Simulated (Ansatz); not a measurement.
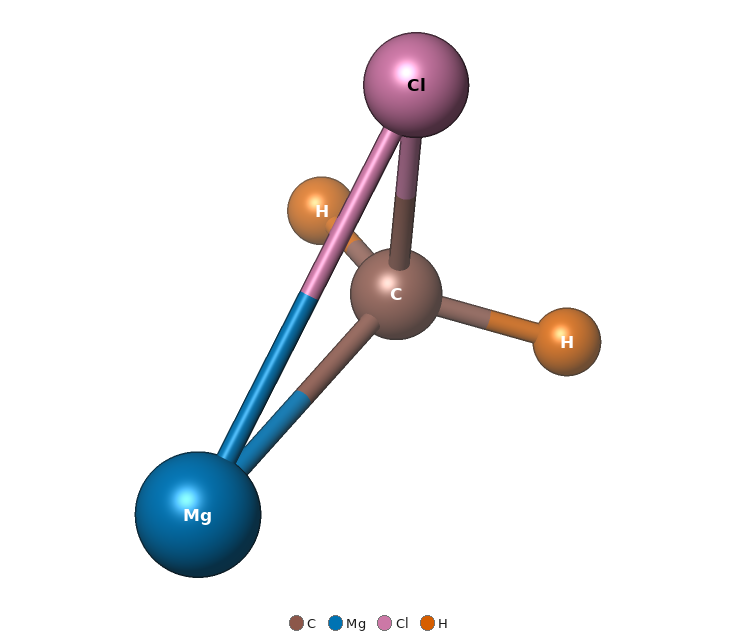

Distant atoms are faded towards the background colour. The species is neutral and a spin doublet. Computed geometry: PBE-D4/def2-SVP optimisation. No frequency run is at hand to confirm it as a minimum.

Question: Which symmetry elements does this geometry have?

Answer: It has 1 mirror plane, so the point group is Cs. The group has 2 operations. The geometry is achiral, and symmetry allows a dipole moment.
